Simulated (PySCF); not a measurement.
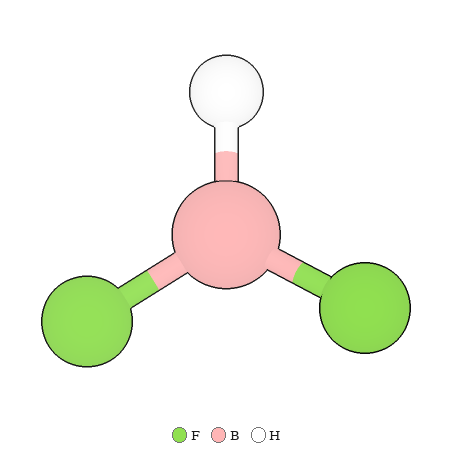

Rendered structure (ball-and-stick style).

The computed structure is the end point of a PBE0-D3(BJ)/def2-SVP optimisation. No frequency run is at hand to confirm it as a minimum.

Give the formula.

BF2H, 4 atoms: 1 boron, 2 fluorine and 1 hydrogen.

Name functional groups in it.

Among them: B–H bond.

How many atoms are distinct by symmetry?

3: 2 F, 1 B, 1 H.

Write the SMILES.

FBF

Count the bonded pairs by element.

2 B–F, 1 B–H.

More results for the same structure follow; atom numbers are the same in all pictures, views and colours differ.

**Shape**

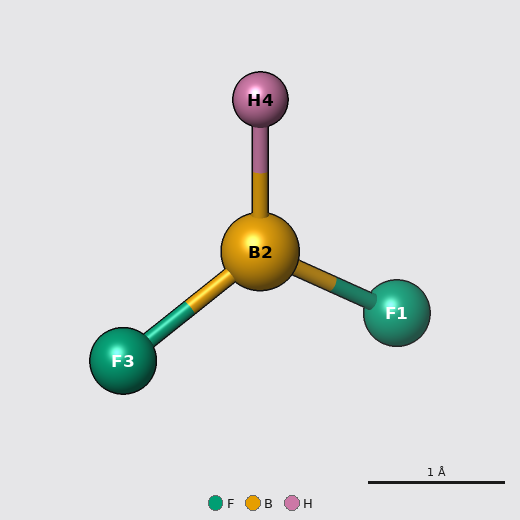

The atoms are numbered. No frequency run is at hand to confirm it as a minimum.

What is the geometry at B2?

B2 has 3 neighbours (F1 at 1.31, F3 at 1.31, H4 at 1.20 Å); the arrangement is trigonal planar.

**Electronic properties**

No frequency run is at hand to confirm it as a minimum. Level of theory: PBE0/pcJ-1, gas phase (PySCF 2.14.0).

Give the dipole moment at this level.

0.92 D.

What is the HOMO energy (Kohn–Sham orbital)?

−10.87 eV.

What is the HOMO–LUMO gap?

10.62 eV.

**Quadrupole coupling**

No frequency run is at hand to confirm it as a minimum. Electric field gradients from the ground-state density, PBE0/pcJ-1 (PySCF 2.14.0), non-relativistic apart from any core potentials.

Give the largest field-gradient component, the quadrupole coupling constant and the asymmetry for 11B at B2 (Q = 40.59 mb), 2H at H4 (Q = 2.86 mb).

```json
{"atom": "B2", "V_zz (a.u.)": "0.353", "e²qQ/h (MHz)": "3.36", "η": "0.59"}
{"atom": "H4", "V_zz (a.u.)": "0.195", "e²qQ/h (MHz)": "0.131", "η": "0.04"}
```

**Spin–spin coupling**

No frequency run is at hand to confirm it as a minimum. Properties computed with B3LYP/def2-TZVP indirect spin-spin coupling, non-relativistic, gas phase (PySCF 2.14.0). Isotopes: 11B, 19F, 1H.

Give the spin–spin coupling constants of these pairs, with the number of bonds between them: F1/B2, B2/F3, B2/H4, F1/H4, F1/F3, F3/H4.

```
  pair  bonds apart  J (Hz)
F1, B2            1  −153.2
B2, F3            1  −153.2
B2, H4            1   213.1
F1, H4            2   110.9
F1, F3            2  −273.8
F3, H4            2   110.8
```

Density functionals are unreliable for couplings to fluorine, so those rows may be far off.
